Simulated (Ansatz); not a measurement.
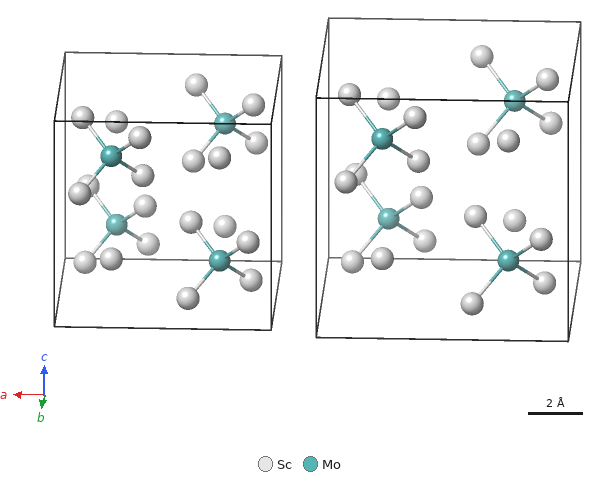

Two geometries of a crystal of Sc5Mo (a generated structure, set up in F-43m) (coarse preliminary run), drawn at one scale. One is the start of a relaxation, the other its converged end. A ball-and-stick model of the conventional cell (4 times the calculation's cell), seen from a free direction. Lengths and directions refer to the drawn axes.

Method: DFT PBE, scalar-relativistic, plane waves, PAW (Ansatz). (plane-wave cutoff 420 eV; k-point mesh 4 × 4 × 4; occupations gaussian; smearing width 0.1 eV; no spin polarisation; cell and atoms relaxed; force threshold 0.04 eV/Å; at most 70 steps)

### Which of the two is the end point?

The right one is the relaxed one. The largest moves relative to the cell, 0.030 Å, are those of Sc atoms. Mo stays in place. Cell: a = b = c 8.096 → 9.422 Å (+16.4 %). Volume +57.7 %. Among the contacts that change: Sc–Sc 3.328 → 3.877 Å, Sc–Sc 3.176 → 3.646 Å, Sc–Sc 2.549 → 3.016 Å, Mo–Sc 1.945 → 2.233 Å. The space group stays F-43m (No. 216). The energy falls by 1029 meV per atom in 5 accepted moves (7 points after the start). The largest force component goes from 2 to 0.0023 eV/Å. Pressure: 38.76 GPa at the start and 0.24 GPa at the end. At 2 points the geometry stayed and the basis and grid were re-selected for the new cell (energy shift of 12.6 meV per atom at most each time). The run took 48 s on 1 thread of Arm Neoverse V1, with other jobs on the host, peak memory 0.42 GiB.
